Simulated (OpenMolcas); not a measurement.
How basis sets differ on C4H12Ge (SMILES CC(C)C[GeH3])

C4H12Ge: 17 atoms, total charge 0, spin state singlet. SMILES: `CC(C)C[GeH3]`. Geometry: relaxed at PBE0-D4/def2-TZVP. This is one conformer, not always the lowest.

```tsv
atom	x (Å)	y (Å)	z (Å)
C	-1.0653	0.0170	1.1524
C	0.3405	-0.1223	0.5863
C	1.0254	-1.3591	1.1528
C	0.3399	-0.1647	-0.9407
Ge	-0.3578	1.4422	-1.8252
H	-1.5527	0.9373	0.8205
H	-1.0492	0.0267	2.2449
H	-1.6932	-0.8222	0.8358
H	0.9197	0.7559	0.9006
H	0.4795	-2.2649	0.8702
H	2.0471	-1.4557	0.7772
H	1.0692	-1.3239	2.2448
H	1.3593	-0.3106	-1.3113
H	-0.2434	-1.0234	-1.2918
H	0.0409	1.4372	-3.3126
H	-1.8929	1.5289	-1.7427
H	0.2329	2.7018	-1.1613
```

Each level gives the HOMO–LUMO gap (eV). The values are calculated.

| level | kind | program | value (eV) | CPU time |
| --- | --- | --- | --- | --- |
| HF/ANO-RCC-MB (DKH2) | Hartree–Fock | OpenMolcas | 19.65 | 13 s |
| HF/STO-3G | Hartree–Fock | OpenMolcas | 22.51 | 2.8 s |
| HF/3-21G | Hartree–Fock | OpenMolcas | 15.84 | 5 s |
| HF/6-31G* (spherical functions) | Hartree–Fock | OpenMolcas | 15.23 | 18 s |

All-electron rows without a relativistic Hamiltonian named are non-relativistic. The values span 15.23 to 22.51 eV. A Hartree–Fock LUMO above zero doesn't converge with the basis: it sinks as sets grow more diffuse. Orbital gaps aren't excitation energies. CPU times are rough (shared hosts, several kinds of processor): they show what a rung costs within a factor of a few.

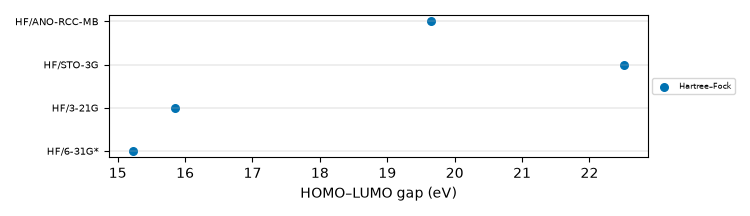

The values of the table, level by level.
